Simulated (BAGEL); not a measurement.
**HF/cc-pVDZ (density fitting with qzvpp-jkfit) run of C2H3FGe (SMILES C#[C][GeH2][F])**

Aim: the vertical singlet–triplet gap of C2H3FGe at HF/cc-pVDZ (density fitting with qzvpp-jkfit), from 2 runs. 

Program for the calculation: BAGEL 1.2.2.

2 further runs of the same task are left out: 2 set aside as unsound or not needed. Runs told in other sessions of the task aren't counted.

## (1) The structure to begin with

C2H3FGe: 7 atoms, total charge 0, spin state singlet. As SMILES, `C#[C][GeH2][F]`. The coordinates come from a PBE0-D4/def2-TZVP relaxation.

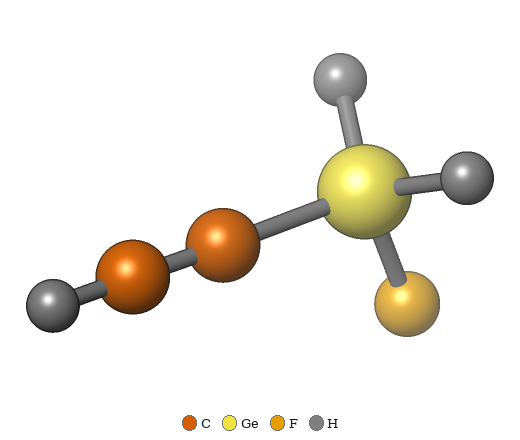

Viewed from a chosen angle; carbon orange, germanium yellow, fluorine amber, hydrogen grey.

## (2) The energy at HF/cc-pVDZ (density fitting with qzvpp-jkfit)

Input file calc.json:

```json
{ "bagel" : [

{
  "title" : "molecule",
  "basis" : "cc-pvdz.json",
  "df_basis" : "qzvpp-jkfit",
  "angstrom" : true,
  "geometry" : [
    { "atom" : "C", "xyz" : [       1.589600,      -1.011400,       0.749400 ] },
    { "atom" : "C", "xyz" : [       0.653200,      -0.399300,       0.302800 ] },
    { "atom" : "Ge", "xyz" : [      -0.795200,       0.603200,      -0.384600 ] },
    { "atom" : "F", "xyz" : [      -1.928600,      -0.538300,      -1.040400 ] },
    { "atom" : "H", "xyz" : [       2.414700,      -1.560800,       1.142300 ] },
    { "atom" : "H", "xyz" : [      -1.525800,       1.349500,       0.733200 ] },
    { "atom" : "H", "xyz" : [      -0.346600,       1.489200,      -1.548300 ] }
  ]
},

{ "title" : "hf" },

{ "title" : "print", "file" : "orbitals.molden", "orbitals" : true }

]}
```

The basis set cc-pVDZ is read from a file made from the Basis Set Exchange's data (not shown).

Run with:

```bash
$ BAGEL_NUM_THREADS=1 BAGEL calc.json > calc.out
```

The log of the run:

```text
* using 1 threads per process

  ===============================================================
  ===============================================================

  *** Geometry ***

  { "atom" : "C", "xyz" : [      3.003909,     -1.911269,      1.416161 ] },
  { "atom" : "C", "xyz" : [      1.234369,     -0.754568,      0.572209 ] },
  { "atom" : "Ge", "xyz" : [     -1.502710,      1.139883,     -0.726789 ] },
  { "atom" : "F", "xyz" : [     -3.644526,     -1.017240,     -1.966071 ] },
  { "atom" : "H", "xyz" : [      4.563122,     -2.949485,      2.158634 ] },
  { "atom" : "H", "xyz" : [     -2.883344,      2.550185,      1.385547 ] },
  { "atom" : "H", "xyz" : [     -0.654979,      2.814180,     -2.925863 ] },

  Number of auxiliary basis functions:      547

  Since a DF basis is specified, we compute 2- and 3-index integrals:
    o Being stored without compression. Storage requirement is 0.031 GB

  Number of basis functions:       84
  Number of electrons      :       56

    * METHOD: MOLECULE                             0.28

  *** RHF ***

  === Nuclear Repulsion ===
   246.5685013891

      * DIIS with orbital gradients will be used.

  === RHF iteration (cc-pvdz.json) ===
      0      -2252.03514905          0.01556324           0.08
      1      -2252.16741512          0.00922953           0.08
      2      -2252.22999134          0.00168089           0.08
      3      -2252.23198258          0.00063469           0.09
      4      -2252.23221814          0.00013301           0.08
      5      -2252.23222907          0.00003245           0.08
      6      -2252.23223007          0.00001033           0.09
      7      -2252.23223028          0.00000375           0.09
      8      -2252.23223030          0.00000188           0.09
      9      -2252.23223031          0.00000118           0.08
     10      -2252.23223031          0.00000046           0.08
     11      -2252.23223031          0.00000016           0.09
     12      -2252.23223031          0.00000005           0.09
     13      -2252.23223031          0.00000002           0.09
     14      -2252.23223031          0.00000000           0.09
    * SCF iteration converged.

    * Permanent dipole moment:
           (   -0.782391,    -0.536927,    -0.437351) a.u.

    * METHOD: HF                                   1.48

    * METHOD: PRINT                                0.01

  ===============================================================
```

Wall time 1.9 s (1 thread of Arm Neoverse V2, shared host); peak memory 0.14 GiB.

## (3) The triplet

Input file hf.json:

```json
{ "bagel": [

{
  "title": "molecule",
  "basis": "cc-pvdz.json",
  "df_basis": "qzvpp-jkfit",
  "angstrom": "true",
  "geometry": [
    { "atom": "C", "xyz": [       1.589600,      -1.011400,       0.749400 ] },
    { "atom": "C", "xyz": [       0.653200,      -0.399300,       0.302800 ] },
    { "atom": "Ge", "xyz": [      -0.795200,       0.603200,      -0.384600 ] },
    { "atom": "F", "xyz": [      -1.928600,      -0.538300,      -1.040400 ] },
    { "atom": "H", "xyz": [       2.414700,      -1.560800,       1.142300 ] },
    { "atom": "H", "xyz": [      -1.525800,       1.349500,       0.733200 ] },
    { "atom": "H", "xyz": [      -0.346600,       1.489200,      -1.548300 ] }
  ]
},

{
  "title": "uhf",
  "nopen": 2
},

{
  "title": "print",
  "file": "orbitals.molden",
  "orbitals": "true"
}

]}
```

The basis set cc-pVDZ is read from a file made from the Basis Set Exchange's data (not shown).

Run with:

```bash
$ BAGEL_NUM_THREADS=1 BAGEL hf.json > hf.out
```

The log of the run:

```text
* using 1 threads per process

  ===============================================================
  ===============================================================

  *** Geometry ***

  { "atom" : "C", "xyz" : [      3.003909,     -1.911269,      1.416161 ] },
  { "atom" : "C", "xyz" : [      1.234369,     -0.754568,      0.572209 ] },
  { "atom" : "Ge", "xyz" : [     -1.502710,      1.139883,     -0.726789 ] },
  { "atom" : "F", "xyz" : [     -3.644526,     -1.017240,     -1.966071 ] },
  { "atom" : "H", "xyz" : [      4.563122,     -2.949485,      2.158634 ] },
  { "atom" : "H", "xyz" : [     -2.883344,      2.550185,      1.385547 ] },
  { "atom" : "H", "xyz" : [     -0.654979,      2.814180,     -2.925863 ] },

  Number of auxiliary basis functions:      547

  Since a DF basis is specified, we compute 2- and 3-index integrals:
    o Being stored without compression. Storage requirement is 0.031 GB

  Number of basis functions:       84
  Number of electrons      :       56

    * METHOD: MOLECULE                             0.27

  *** Open-shell HF ***

  === Nuclear Repulsion ===
   246.5685013891

      * DIIS with orbital gradients will be used.

  === UHF iteration (cc-pvdz.json) ===
      0      -2251.70049754          0.03445804           0.17
      1      -2251.87826522          0.02529575           0.17
      2      -2251.97933054          0.01520190           0.17
      3      -2252.03063142          0.00341061           0.17
      4      -2252.03977039          0.00160397           0.17
      5      -2252.04215572          0.00082193           0.17
      6      -2252.04267938          0.00034989           0.17
      7      -2252.04298907          0.00013759           0.17
      8      -2252.04304056          0.00005761           0.17
      9      -2252.04304948          0.00001498           0.16
     10      -2252.04305047          0.00000889           0.17
     11      -2252.04305072          0.00000620           0.16
     12      -2252.04305093          0.00000447           0.17
     13      -2252.04305100          0.00000316           0.16
     14      -2252.04305102          0.00000238           0.17
     15      -2252.04305104          0.00000217           0.16
     16      -2252.04305104          0.00000226           0.17
     17      -2252.04305104          0.00000205           0.16
     18      -2252.04305103          0.00000164           0.17
     19      -2252.04305102          0.00000110           0.17
     20      -2252.04305102          0.00000083           0.18
     21      -2252.04305102          0.00000065           0.17
     22      -2252.04305102          0.00000057           0.17
     23      -2252.04305103          0.00000047           0.16
     24      -2252.04305103          0.00000042           0.17
     25      -2252.04305103          0.00000040           0.17
     26      -2252.04305103          0.00000042           0.17
     27      -2252.04305103          0.00000039           0.17
     28      -2252.04305103          0.00000033           0.16
     29      -2252.04305102          0.00000018           0.17
     30      -2252.04305102          0.00000012           0.16
     31      -2252.04305102          0.00000008           0.16
     32      -2252.04305102          0.00000005           0.17
     33      -2252.04305102          0.00000004           0.17
     34      -2252.04305102          0.00000004           0.17
     35      -2252.04305102          0.00000004           0.17
     36      -2252.04305102          0.00000004           0.17
     37      -2252.04305102          0.00000003           0.16
     38      -2252.04305102          0.00000003           0.16
     39      -2252.04305102          0.00000002           0.17
     40      -2252.04305102          0.00000002           0.17
     41      -2252.04305102          0.00000002           0.17
     42      -2252.04305102          0.00000001           0.16
    * SCF iteration converged.

    * S^2 (UHF) is 2.0187

    * Permanent dipole moment:
           (   -1.110809,    -0.324048,    -0.594114) a.u.

    * METHOD: UHF                                  7.42

    * METHOD: PRINT                                0.01

  ===============================================================
```

It took 8.1 s on 1 thread of Arm Neoverse V2, shared host; peak memory 0.14 GiB.

## (4) Results

At HF/cc-pVDZ (density fitting with qzvpp-jkfit):

```
                                        quantity           value
                           singlet: total energy  -2252.23223 Eh
                          singlet: dipole moment          2.66 D
                            singlet: HOMO energy       -11.24 eV
                            singlet: LUMO energy         2.88 eV
                          singlet: HOMO–LUMO gap        14.12 eV
                           triplet: total energy  -2252.04305 Eh
                          triplet: dipole moment          3.31 D
                                   triplet: ⟨S²⟩           2.019
vertical energy of the triplet above the singlet        5.148 eV
```

What this shows: At this shape the triplet lies 5.15 eV (119 kcal/mol) above the singlet.
